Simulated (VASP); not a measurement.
Consider the following.

```yaml
crystal:
  lattice:
    - [0.00000, 2.68972, 2.68972]
    - [2.68972, 0.00000, 2.68972]
    - [2.68972, 2.68972, 0.00000]
  atoms:
    - { symbol: Cd, position: [0.00000, 0.00000, 0.00000] }
    - { symbol: F, position: [0.25000, 0.25000, 0.25000] }
    - { symbol: F, position: [0.75000, 0.75000, 0.75000] }
```

All values below come from r2SCAN+rVV10, VASP's PBE PAW potentials (set 64) (plane waves; VASP). Settings: 520 eV cut-off, 8×8×8 Γ-centred mesh, tetrahedra with Blöchl corrections, potentials Cd F.

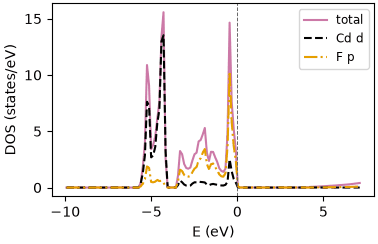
Fig. 1. Total and projected density of states, zero at the valence-band maximum

Within 2 eV below the valence-band maximum the largest weight inside VASP's projection spheres is F p.

The gap is indirect, 3.70 eV, from the valence maximum at W to the conduction minimum at Γ.

The compound is CdF2 in the fluorite structure. It was relaxed first.
